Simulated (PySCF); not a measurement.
Geometry relaxation, with input and output: C$_{5}$H$_{8}$GeS

The run: geometry relaxation of C$_{5}$H$_{8}$GeS, SMILES C[S][GeH]1[CH]=CC=[CH]1. Method and program: PBE0-D3(BJ)/def2-SVP geometry optimisation, gas phase (PySCF 2.14.0).

It belongs to a series of runs on one base structure; here: H on Ge replaced by SCH3.

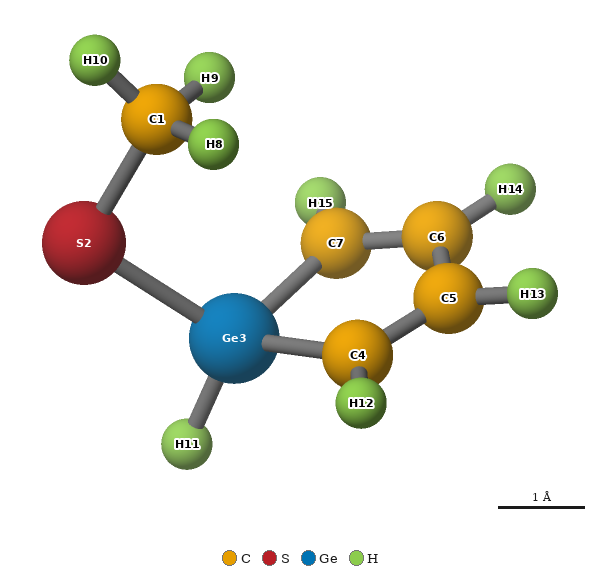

Fig. 1: The input geometry (ball-and-stick view, seen at a tilt; atoms are numbered from 1 in the order of the input). Sticks mark near contacts. Bond lengths as drawn: C–C 1.35 to 1.47 Å, C–Ge 1.95 to 1.96 Å, C–H 1.07 to 1.12 Å, C–S 1.81 Å, Ge–H 1.51 Å and Ge–S 2.24 Å.

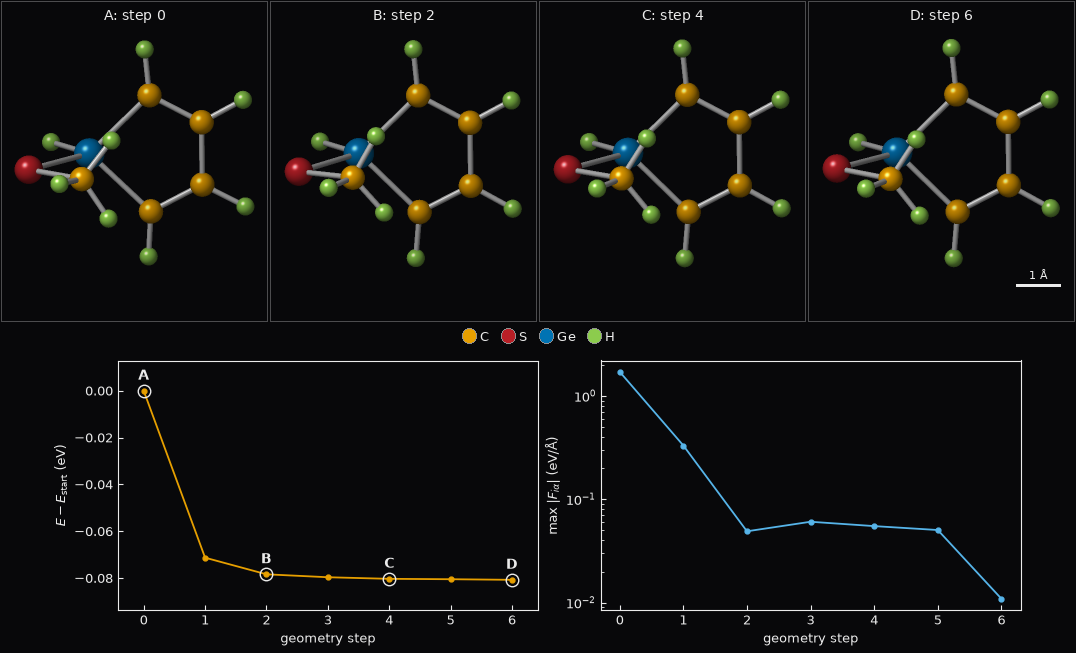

Fig. 2: Frames of the relaxation (ball-and-stick view, seen at a tilt) above the curves, on which the letters mark them (steps are counted from 0).

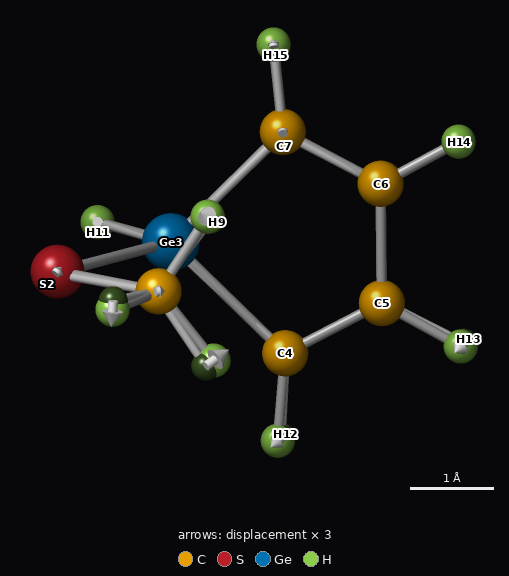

Fig. 3: Start (faint) and end (solid) with the displacements as white arrows, magnified 3 times (ball-and-stick view, seen at a tilt). The two geometries are laid on each other by the best rigid fit. The energy falls by 0.081 eV in 6 geometry steps. Largest force component: 1.7 eV/Å at the start, 0.011 eV/Å at the end. H8 moves most after the best rigid fit: 0.13 Å. Largest moves by element: H 0.13 Å, C 0.04 Å, S 0.04 Å, Ge 0.02 Å. Distances before and after: C1–H10 1.068 → 1.099 Å, Ge3–H11 1.509 → 1.536 Å, C4–H12 1.065 → 1.092 Å, S2–Ge3 2.237 → 2.219 Å. Among the angles that change: S2–C1–H10 108.9° → 106.7°. (Atoms are counted from 1 in the order of the input.)

These pictures come from the run below.

Input
```
{"job": {"xc": "PBE0", "basis": "def2-SVP", "d3": "d3bj", "grid": 1, "shake": 0.01, "kind": "geom"}, "charge": 0, "multiplicity": 1}
C      2.346020     0.523860     0.125170
S      2.202060    -1.235430    -0.263150
Ge    -0.027340    -1.412160    -0.300810
C     -0.897860    -0.072610    -1.414090
C     -1.651500     0.709360    -0.620180
C     -1.637050     0.444680     0.823660
C     -0.892620    -0.591440     1.259900
H      1.937720     1.137580    -0.706950
H      1.785750     0.773070     1.058430
H      3.377490     0.765290     0.258030
H     -0.324730    -2.867970    -0.561530
H     -0.882070     0.055540    -2.471590
H     -2.275220     1.554080    -0.975920
H     -2.236190     1.076930     1.484410
H     -0.839790    -0.878180     2.297380
```

The first line tells a small driver script what to run in PySCF; the rest is the geometry in Å.

Launch command:
```bash
OMP_NUM_THREADS=1 python <driver script> task.json out
```

What the program printed
```
step   0  E = -2669.36808503  max force = 0.033277
step   1  E = -2669.37070381  max force = 0.006443
step   2  E = -2669.37096480  max force = 0.000953
step   3  E = -2669.37101083  max force = 0.001179
step   4  E = -2669.37103589  max force = 0.001070
step   5  E = -2669.37104186  max force = 0.000980
step   6  E = -2669.37105147  max force = 0.000212
optimisation converged
```

Trajectory as extended XYZ (Å, eV, eV/Å), 7 frames, from step=0 to step=6
```
15
Properties=species:S:1:pos:R:3:forces:R:3 step=0 energy=-72637.20539
C     2.3460    0.5239    0.1252   -1.7112   0.3823  -0.0076
S     2.2021   -1.2354   -0.2631   -0.1572  -0.3182  -0.0189
Ge   -0.0273   -1.4122   -0.3008    0.2087   0.8118   0.3751
C    -0.8979   -0.0726   -1.4141   -0.2603  -0.1128   0.5637
C    -1.6515    0.7094   -0.6202   -0.1585   0.4991  -0.2228
C    -1.6370    0.4447    0.8237    0.1544  -0.3611   0.3121
C    -0.8926   -0.5914    1.2599   -0.0487   0.0216  -0.4335
H     1.9377    1.1376   -0.7069    0.1613  -0.1596   0.3298
H     1.7857    0.7731    1.0584    0.3202  -0.0867  -0.4476
H     3.3775    0.7653    0.2580    1.1213   0.1397   0.1432
H    -0.3247   -2.8680   -0.5615   -0.1130  -0.4361  -0.1237
H    -0.8821    0.0555   -2.4716    0.1360   0.0832  -1.0188
H    -2.2752    1.5541   -0.9759    0.2852  -0.3662  -0.0604
H    -2.2362    1.0769    1.4844   -0.0194   0.0262   0.0988
H    -0.8398   -0.8782    2.2974    0.0811  -0.1231   0.5106
15
Properties=species:S:1:pos:R:3:forces:R:3 step=1 energy=-72637.27665
C     2.2819    0.5627    0.1653    0.3313  -0.0537   0.0545
S     2.1864   -1.1728   -0.3818   -0.0017   0.0455  -0.0013
Ge   -0.0195   -1.3966   -0.3354   -0.0368  -0.1813  -0.0410
C    -0.9314   -0.0839   -1.4470   -0.0321  -0.0309  -0.1744
C    -1.6420    0.7064   -0.6229   -0.0360   0.0545   0.0407
C    -1.6007    0.4140    0.8309   -0.0334   0.0289   0.0105
C    -0.8524   -0.6238    1.2493    0.0111  -0.0262   0.0156
H     1.7472    1.2456   -0.5083   -0.0061  -0.0217  -0.0447
H     1.8905    0.6613    1.1819   -0.1292   0.0705   0.1306
H     3.3520    0.8302    0.1909   -0.1543  -0.0244  -0.1052
H    -0.3119   -2.8846   -0.6288    0.0252   0.1439   0.0221
H    -0.9113    0.0497   -2.5334    0.0407  -0.0118   0.1240
H    -2.2495    1.5462   -0.9777   -0.0108   0.0118   0.0007
H    -2.1834    1.0445    1.5125    0.0078  -0.0132   0.0104
H    -0.7702   -0.9163    2.2987    0.0244   0.0082  -0.0426
15
Properties=species:S:1:pos:R:3:forces:R:3 step=2 energy=-72637.28375
C     2.2959    0.5642    0.1606    0.0425  -0.0139   0.0476
S     2.1867   -1.1803   -0.3523   -0.0110   0.0020   0.0316
Ge   -0.0226   -1.3994   -0.3326    0.0024   0.0278  -0.0212
C    -0.9289   -0.0772   -1.4403   -0.0490   0.0212  -0.0133
C    -1.6470    0.7095   -0.6161    0.0155  -0.0213   0.0024
C    -1.6149    0.4062    0.8364    0.0107  -0.0093  -0.0251
C    -0.8653   -0.6340    1.2478   -0.0182  -0.0003   0.0425
H     1.7727    1.2241   -0.5451   -0.0061   0.0061  -0.0037
H     1.8872    0.7073    1.1713   -0.0132   0.0041  -0.0325
H     3.3635    0.8246    0.1725   -0.0191  -0.0071  -0.0274
H    -0.3122   -2.8769   -0.6334    0.0023  -0.0022  -0.0069
H    -0.8930    0.0655   -2.5218    0.0186   0.0053   0.0029
H    -2.2519    1.5526   -0.9692    0.0032  -0.0042  -0.0029
H    -2.2003    1.0294    1.5221    0.0053  -0.0056   0.0025
H    -0.7840   -0.9331    2.2942    0.0162  -0.0026   0.0035
15
Properties=species:S:1:pos:R:3:forces:R:3 step=3 energy=-72637.28501
C     2.2998    0.5662    0.1523   -0.0357   0.0052  -0.0192
S     2.1837   -1.1868   -0.3262   -0.0011  -0.0176   0.0254
Ge   -0.0262   -1.3980   -0.3285    0.0274   0.0245  -0.0118
C    -0.9234   -0.0692   -1.4378   -0.0010  -0.0179   0.0606
C    -1.6452    0.7101   -0.6103    0.0011  -0.0016  -0.0036
C    -1.6206    0.3977    0.8403   -0.0197   0.0210   0.0240
C    -0.8749   -0.6439    1.2548   -0.0018  -0.0074  -0.0505
H     1.7864    1.2110   -0.5749   -0.0002   0.0071   0.0074
H     1.8794    0.7384    1.1535    0.0123  -0.0101  -0.0179
H     3.3676    0.8204    0.1612    0.0208   0.0039   0.0079
H    -0.3139   -2.8726   -0.6389   -0.0024  -0.0253  -0.0108
H    -0.8751    0.0828   -2.5169    0.0032   0.0044  -0.0137
H    -2.2470    1.5565   -0.9604   -0.0028   0.0014   0.0035
H    -2.2087    1.0179    1.5262   -0.0050   0.0091   0.0000
H    -0.7960   -0.9479    2.2999    0.0048   0.0034  -0.0012
15
Properties=species:S:1:pos:R:3:forces:R:3 step=4 energy=-72637.28569
C     2.3030    0.5673    0.1418   -0.0415   0.0123  -0.0550
S     2.1840   -1.1941   -0.3031   -0.0020  -0.0190   0.0122
Ge   -0.0260   -1.3988   -0.3253    0.0087   0.0208  -0.0023
C    -0.9169   -0.0628   -1.4296    0.0129  -0.0041   0.0263
C    -1.6441    0.7121   -0.6029   -0.0167   0.0236  -0.0108
C    -1.6295    0.3945    0.8467    0.0231  -0.0267  -0.0135
C    -0.8848   -0.6504    1.2550   -0.0141  -0.0045   0.0206
H     1.7984    1.1999   -0.6024    0.0031  -0.0007   0.0073
H     1.8731    0.7612    1.1341    0.0133  -0.0072   0.0128
H     3.3716    0.8172    0.1533    0.0227   0.0062   0.0208
H    -0.3126   -2.8727   -0.6450   -0.0022  -0.0061  -0.0027
H    -0.8587    0.0972   -2.5072   -0.0087   0.0032  -0.0118
H    -2.2430    1.5606   -0.9531   -0.0024   0.0015  -0.0035
H    -2.2202    1.0116    1.5333    0.0020   0.0017  -0.0058
H    -0.8084   -0.9601    2.2986    0.0019  -0.0010   0.0054
15
Properties=species:S:1:pos:R:3:forces:R:3 step=5 energy=-72637.28585
C     2.3044    0.5675    0.1335   -0.0127   0.0076  -0.0291
S     2.1841   -1.1992   -0.2898   -0.0015  -0.0055  -0.0035
Ge   -0.0258   -1.3988   -0.3219   -0.0052   0.0055   0.0122
C    -0.9125   -0.0577   -1.4229    0.0082   0.0242  -0.0504
C    -1.6443    0.7167   -0.5998    0.0322  -0.0465   0.0209
C    -1.6323    0.3909    0.8480   -0.0177   0.0161   0.0317
C    -0.8907   -0.6559    1.2575   -0.0084   0.0015  -0.0066
H     1.8053    1.1938   -0.6195    0.0023  -0.0058   0.0015
H     1.8705    0.7723    1.1218    0.0060  -0.0004   0.0130
H     3.3740    0.8153    0.1501    0.0044   0.0013   0.0123
H    -0.3128   -2.8721   -0.6480   -0.0018   0.0077  -0.0020
H    -0.8498    0.1054   -2.5001   -0.0058  -0.0040  -0.0072
H    -2.2421    1.5661   -0.9498    0.0041  -0.0078   0.0023
H    -2.2245    1.0065    1.5345   -0.0005   0.0012   0.0046
H    -0.8176   -0.9681    2.3007   -0.0036   0.0049   0.0003
15
Properties=species:S:1:pos:R:3:forces:R:3 step=6 energy=-72637.28611
C     2.3046    0.5673    0.1290    0.0107   0.0006   0.0089
S     2.1834   -1.2018   -0.2855    0.0015   0.0047  -0.0062
Ge   -0.0265   -1.3978   -0.3205   -0.0029  -0.0070   0.0062
C    -0.9092   -0.0553   -1.4231    0.0109   0.0047  -0.0050
C    -1.6412    0.7160   -0.5972   -0.0029   0.0021  -0.0014
C    -1.6337    0.3905    0.8508   -0.0014   0.0023   0.0000
C    -0.8939   -0.6575    1.2596    0.0012  -0.0052  -0.0039
H     1.8084    1.1915   -0.6273   -0.0001  -0.0051  -0.0031
H     1.8697    0.7758    1.1164    0.0001   0.0029  -0.0017
H     3.3749    0.8141    0.1500   -0.0093  -0.0034  -0.0006
H    -0.3148   -2.8703   -0.6493   -0.0020   0.0049   0.0002
H    -0.8470    0.1093   -2.5003   -0.0053  -0.0027   0.0075
H    -2.2388    1.5656   -0.9469   -0.0008  -0.0004   0.0004
H    -2.2270    1.0064    1.5363    0.0005   0.0001   0.0001
H    -0.8228   -0.9713    2.3024   -0.0003   0.0015  -0.0014
```

Results in brief

```csv
quantity,value
outcome,converged
total energy,−2669.371051 hartree
dipole moment,1.95 D
point group,C1
hardware,"1 CPU thread, shared host"
wall time,1.7 min
peak memory,0.67 GiB
```
